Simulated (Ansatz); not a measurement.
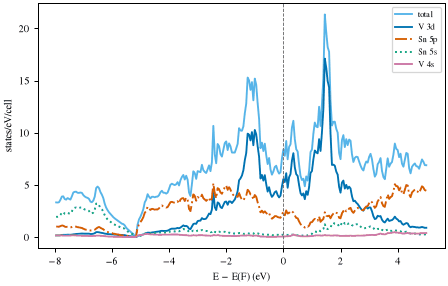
Figure. Total and projected density of states of VSn₂ in space group Fddd (No. 70; V on 16g, Sn on 16f, Sn on 16g), plane-wave PAW r²SCAN (Ansatz code)

Which orbitals carry the states next to the Fermi level?

Within 0.5 eV of the Fermi level: V 3d 67 %, Sn 5p 27 %. Projections are on Löwdin-orthogonalised atomic valence shells; empty p or d shells of many metals are not among them.

Where is the tallest occupied peak in this window, and what makes it?

Near -1.2 eV, about 15 states/eV per cell; the largest projected share is V 3d.

The workflow started from a Materials Project entry (that database holds measured and hypothetical structures alike); the Crystallography Open Database files this formula in space group No. 70, but the cells were not matched. Whether it is the stable phase at ambient conditions was not checked. Symmetry was held in the r²SCAN relaxation; whether a distortion lowers the energy is not shown. No spin polarisation was allowed. Scalar-relativistic: spin–orbit coupling is off unless named, which matters more the heavier the elements.

Potentials: the later of the program's two PAW sets.
